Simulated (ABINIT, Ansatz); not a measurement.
**KCaF3 (Pm-3m): G0W0 with ABINIT, start to end**

Aim: the G0W0 gap of KCaF3 (Pm-3m) on PBEsol, step by step.

Calculated with ABINIT 10.8.3; PBEsol and many-body steps on it, plane waves.

## (1) The starting structure

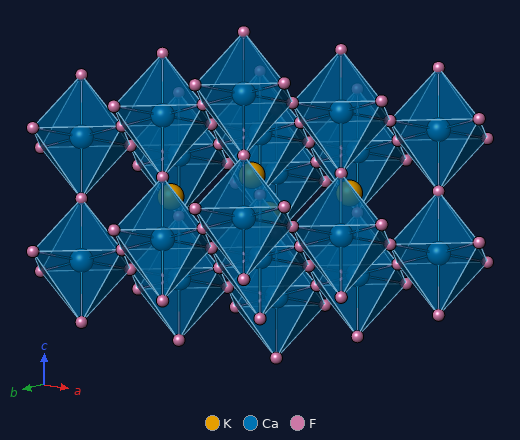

The starting structure, seen from a free direction (potassium orange, calcium blue, fluorine pink). 2×2×1 cells are drawn. Some periodic images of atoms are drawn too.

The cell and positions are those that the Materials Project relaxed with its own functionals (PBE, PBE+U or r2SCAN), kept fixed.

## (2) Ground state

This step: ABINIT 10.8.3; DFT, PBEsol, plane waves, norm-conserving pseudopotentials.

The ground-state density comes first.

Input file run.abi:

```
acell 3*1.0 Angstrom
rprim 
  4.481726000000 0.000000000000 0.000000000000
  0.000000000000 4.481726000000 0.000000000000
  0.000000000000 0.000000000000 4.481726000000
ntypat 3
znucl 19 20 9
natom 5
typat 1 2 3 3 3
xred 
  0.500000000000 0.500000000000 0.500000000000
  0.000000000000 0.000000000000 0.000000000000
  0.000000000000 0.500000000000 0.000000000000
  0.000000000000 0.000000000000 0.500000000000
  0.500000000000 0.000000000000 0.000000000000
pp_dirpath "pseudos"
pseudos "K.upf, Ca.upf, F.upf"
ecut 36
ngkpt 6 6 6
nshiftk 1
shiftk 0 0 0
kptopt 1
chksymbreak 0
nband 26
occopt 1
tolvrs 1e-10
nstep 60
prtwf 0
optforces 0
optstress 0
indata_prefix "in"
outdata_prefix "out"
tmpdata_prefix "tmp"
```

On the command line:

```console
$ OMP_NUM_THREADS=1 mpirun -n 4 abinit run.abi > log
```

Numbers of over 12 decimals in the logs are rounded to 6 here.

Log:

```text
.Version 10.8.3 of ABINIT. v10.8.2 released Aug 2026.

 Symmetries : space group Pm -3 m (#221); Bravais cP (primitive cubic)
================================================================================
 Values of the parameters that define the memory need of the present run
     intxc =       0    ionmov =       0      iscf =       7    lmnmax =       6
     lnmax =       6     mgfft =      48  mpssoang =       3    mqgrid =    3001
     natom =       5  nloc_mem =       1    nspden =       1   nspinor =       1
    nsppol =       1      nsym =      48    n1xccc =    2501    ntypat =       3
    occopt =       1   xclevel =       2
-    mband =          26        mffmem =           1         mkmem =           5
       mpw =        6311          nfft =      110592          nkpt =          20
================================================================================
  Rough estimation (10% accuracy) of disk space for files :
================================================================================

--------------------------------------------------------------------------------
------------- Echo of variables that govern the present computation ------------
--------------------------------------------------------------------------------
 -outvars: echo values of preprocessed input variables --------
            acell      1.8897261259E+00  1.8897261259E+00  1.8897261259E+00 Bohr

      chksymbreak           0
             ecut      3.60000000E+01 Hartree
-          fftalg         312

              ixc     -116133
              kpt      0.00000000E+00  0.00000000E+00  0.00000000E+00
                       1.66666667E-01  0.00000000E+00  0.00000000E+00
                       3.33333333E-01  0.00000000E+00  0.00000000E+00
                       5.00000000E-01  0.00000000E+00  0.00000000E+00
                       1.66666667E-01  1.66666667E-01  0.00000000E+00
                       3.33333333E-01  1.66666667E-01  0.00000000E+00
                       5.00000000E-01  1.66666667E-01  0.00000000E+00
                       3.33333333E-01  3.33333333E-01  0.00000000E+00
                       5.00000000E-01  3.33333333E-01  0.00000000E+00
   [... 9 further rows ...]
                       5.00000000E-01  5.00000000E-01  3.33333333E-01
                       5.00000000E-01  5.00000000E-01  5.00000000E-01
         kptrlatt        6    0    0      0    6    0      0    0    6
          kptrlen      5.08154083E+01
P           mkmem           5
            natom           5
            nband          26
            ngfft          48      48      48
             nkpt          20
            nstep          60
             nsym          48
           ntypat           3
              occ      2.000000  2.000000  2.000000  2.000000  2.000000  2.000000
                       2.000000  2.000000  2.000000  2.000000  2.000000  2.000000
                       2.000000  2.000000  2.000000  2.000000  2.000000  2.000000
                       2.000000  2.000000  0.000000  0.000000  0.000000  0.000000
                       0.000000  0.000000
        optforces           0
        optstress           0
            prtwf           0
            rprim      4.4817260000E+00  0.0000000000E+00  0.0000000000E+00
[...]
spgroup         221

           tolvrs      1.00000000E-10

             xred      5.0000000000E-01  5.0000000000E-01  5.0000000000E-01
[...]
znucl       19.00000   20.00000    9.00000

================================================================================

 chkinp: Checking input parameters for consistency.

================================================================================
== DATASET  1 ==================================================================
-   mpi_nproc: 4, omp_nthreads: 1 (-1 if OMP is not activated)

--- !DatasetInfo
iteration_state: {dtset: 1, }
dimensions: {natom: 5, nkpt: 20, mband: 26, nsppol: 1, nspinor: 1, nspden: 1, mpw: 6311, }
cutoff_energies: {ecut:  36.0, pawecutdg:  -1.0, }
electrons: {nelect:   4.00000000E+01, charge:   0.00000000E+00, occopt:   1.00000000E+00, tsmear:   1.00000000E-02, }

 Real(R)+Recip(G) space primitive vectors, cartesian coordinates (Bohr,Bohr^-1):
 R(1)=  8.4692347  0.0000000  0.0000000  G(1)=  0.1180744  0.0000000  0.0000000
 R(2)=  0.0000000  8.4692347  0.0000000  G(2)=  0.0000000  0.1180744  0.0000000
 R(3)=  0.0000000  0.0000000  8.4692347  G(3)=  0.0000000  0.0000000  0.1180744
 Unit cell volume ucvol=  6.0748073E+02 bohr^3
 Angles (23,13,12)=  9.00000000E+01  9.00000000E+01  9.00000000E+01 degrees

 getcut: wavevector=  0.0000  0.0000  0.0000  ngfft=  48  48  48
         ecut(hartree)=     36.000   => boxcut(ratio)=   2.09836

--- Pseudopotential description ------------------------------------------------
- K Generated using ONCVPSP code by D. R. Hamann
- 19.00000   9.00000  180301                  znucl, zion, pspdat
12 -116133 2 -1 2250                          pspcod,pspxc,lmax,lloc,mmax
     nproj     2     2     2
  pspatm : epsatm=    8.32504554
         --- l  ekb(1:nproj) -->
[...]
pspatm: atomic psp has been read  and splines computed

- Ca Generated using ONCVPSP code by D. R. Hamann
- 20.00000  10.00000  180301                  znucl, zion, pspdat
12 -116133 2 -1 1746                          pspcod,pspxc,lmax,lloc,mmax
     nproj     2     2     2
  pspatm : epsatm=   12.46101000
         --- l  ekb(1:nproj) -->
[...]
pspatm: atomic psp has been read  and splines computed

- F Generated using ONCVPSP code by D. R. Hamann
-  9.00000   7.00000  180301                  znucl, zion, pspdat
12 -116133 2 -1 832                           pspcod,pspxc,lmax,lloc,mmax
     nproj     2     2     1
  pspatm : epsatm=    4.89824381
         --- l  ekb(1:nproj) -->
[...]
2   -2.394754
 pspatm: atomic psp has been read  and splines computed

   1.41923148E+03                                ecore*ucvol(ha*bohr**3)
--------------------------------------------------------------------------------

_setup2: Arith. and geom. avg. npw (full set) are    6268.338    6268.317

================================================================================

--- !BeginCycle
iteration_state: {dtset: 1, }
solver: {iscf: 7, nstep: 60, nline: 4, wfoptalg: 0, }
tolerances: {tolvrs: 1.00E-10, }

     iter   Etot(hartree)      deltaE(h)  residm     vres2
 ETOT  1  -142.42915580837    -1.424E+02 1.493E-01 6.905E+02
 ETOT  2  -142.49741146160    -6.826E-02 3.208E-02 4.390E+02
 ETOT  3  -142.68020390026    -1.828E-01 2.333E-02 5.899E+01
 ETOT  4  -142.68925029259    -9.046E-03 6.364E-03 2.963E+00
 ETOT  5  -142.68931026372    -5.997E-05 1.866E-03 5.371E-01
 ETOT  6  -142.68937176984    -6.151E-05 2.923E-03 3.256E-02
 ETOT  7  -142.68937471556    -2.946E-06 1.581E-03 1.166E-03
 ETOT  8  -142.68937476877    -5.321E-08 1.342E-03 4.144E-05
 ETOT  9  -142.68937477021    -1.439E-09 6.221E-04 3.069E-06
 ETOT 10  -142.68937477034    -1.255E-10 4.298E-04 3.799E-08
 ETOT 11  -142.68937477034     2.842E-14 1.903E-04 2.003E-09
 ETOT 12  -142.68937477033     7.475E-12 1.298E-04 2.379E-11

 At SCF step   12       vres2   =  2.38E-11 < tolvrs=  1.00E-10 =>converged.

--- !ResultsGS
iteration_state: {dtset: 1, }
comment   : Summary of ground state results
lattice_vectors:
- [  8.4692347,   0.0000000,   0.0000000, ]
- [  0.0000000,   8.4692347,   0.0000000, ]
- [  0.0000000,   0.0000000,   8.4692347, ]
lattice_lengths: [   8.46923,    8.46923,    8.46923, ]
lattice_angles: [ 90.000,  90.000,  90.000, ] # degrees, (23, 13, 12)
lattice_volume:   6.0748073E+02
convergence: {deltae:  7.475E-12, res2:  2.379E-11, residm:  1.298E-04, diffor:  0.000E+00, }
etotal    :  -1.42689375E+02
entropy   :   0.00000000E+00
fermie    :  -1.66183916E-02
cartesian_stress_tensor: null
pressure_GPa: null
xred      :
- [  5.0000E-01,   5.0000E-01,   5.0000E-01,  K]
- [  0.0000E+00,   0.0000E+00,   0.0000E+00, Ca]
- [  0.0000E+00,   5.0000E-01,   0.0000E+00,  F]
- [  0.0000E+00,   0.0000E+00,   5.0000E-01,  F]
- [  5.0000E-01,   0.0000E+00,   0.0000E+00,  F]
cartesian_forces: null
force_length_stats: {min: null, max: null, mean: null, }

 Integrated electronic density in atomic spheres:
 ------------------------------------------------
 Atom  Sphere_radius  Integrated_density
[...]
================================================================================

 ----iterations are completed or convergence reached----

 Mean square residual over all n,k,spin=   36.586E-08; max=  12.982E-05
 reduced coordinates (array xred) for    5 atoms
       0.500000000000      0.500000000000      0.500000000000
       0.000000000000      0.000000000000      0.000000000000
       0.000000000000      0.500000000000      0.000000000000
       0.000000000000      0.000000000000      0.500000000000
       0.500000000000      0.000000000000      0.000000000000
 rms dE/dt=  0.0000E+00; max dE/dt=  0.0000E+00; dE/dt below (all hartree)
    1       0.000000000000      0.000000000000      0.000000000000
    2       0.000000000000      0.000000000000      0.000000000000
    3       0.000000000000      0.000000000000      0.000000000000
    4       0.000000000000      0.000000000000      0.000000000000
    5       0.000000000000      0.000000000000      0.000000000000

 cartesian coordinates (angstrom) at end:
    1      2.240863     2.240863     2.240863
    2      0.000000     0.000000     0.000000
    3      0.000000     2.240863     0.000000
    4      0.000000     0.000000     2.240863
    5      2.240863     0.000000     0.000000
 length scales=  1.889726125908  1.889726125908  1.889726125908 bohr
              =  1.000000000000  1.000000000000  1.000000000000 angstroms
 prteigrs : about to open file out_EIG
 Fermi (or HOMO) energy (hartree) =  -0.01662   Average Vxc (hartree)=  -0.31972
 Eigenvalues (hartree) for nkpt=  20  k points:
 kpt#   1, nband= 26, wtk=  0.00463, kpt=  0.0000  0.0000  0.0000 (reduced coord)
  -1.31450   -0.99116   -0.71564   -0.71158   -0.71158   -0.62465   -0.62465   -0.62465
  -0.38548   -0.38548   -0.38548   -0.04920   -0.04920   -0.04920   -0.03055   -0.03055
  -0.03055   -0.02325   -0.02325   -0.02325    0.20596    0.30781    0.30781    0.30781
   0.31625    0.31625
 prteigrs : prtvol=0 or 1, do not print more k-points.

--- !EnergyTerms
iteration_state     : {dtset: 1, }
comment             : Components of total free energy in Hartree
kinetic             :  7.19543547601926E+01
hartree             :  4.17673585730811E+01
xc                  : -2.99756857841520E+01
Ewald energy        : -8.89530244761196E+01
psp_core            :  2.33625760969894E+00
local_psp           : -1.39426337395489E+02
non_local_psp       : -3.92298057541554E-01
total_energy        : -1.42689374770329E+02
total_energy_eV     : -3.88277569007296E+03
band_energy         : -1.57089622618709E+01

== END DATASET(S) ==============================================================
================================================================================

 -outvars: echo values of variables after computation  --------
           etotal     -1.4268937477E+02
            nband          26
             nkpt          20
          spgroup         221
 [... the other variables as echoed above ...]

 Calculation completed.
```

Elapsed: 35 s, on 4 MPI ranks of Arm Neoverse V2, shared host; peak memory 0.38 GiB.

Numbers from this step:

| Quantity | Value |
| --- | --- |
| total energy | -3882.7757 eV |
| gap | 6.057 eV |
| k of the valence top | 0.5, 0.5, 0.5 |
| k of the conduction bottom | 0, 0, 0 |
| least direct gap | 6.237 eV |

The gap is indirect, with the least direct gap 0.18 eV higher.

(Part 1 of 3 ends here.)

[Paths, hosts, dates, memory and timing lines, banners, echoed tables and standing remarks are left out of the program output.]

[Logs are printed without paths, hosts, clocks, repeated set-up lines and the standing remarks that a program may print on its own settings, such as how far it seeks lower states.]

[Runs of the session that timed out or met a known fault of the program may be left out.]

[Hosts, paths, dates, database ids (printed as entryN), source tags and the programs' standing remarks are cut or masked in the printed files.]

[G0W0 gaps are taken among the corrected bands and points alone; a level outside them can change the order at an edge.]

[Where Ansatz stands beside ABINIT at settings called matched, ABINIT's density can come from a denser mesh and the files from another edition; pairs whose starting gaps differed by over 0.03 eV were left out, so agreement reads better than it is.]
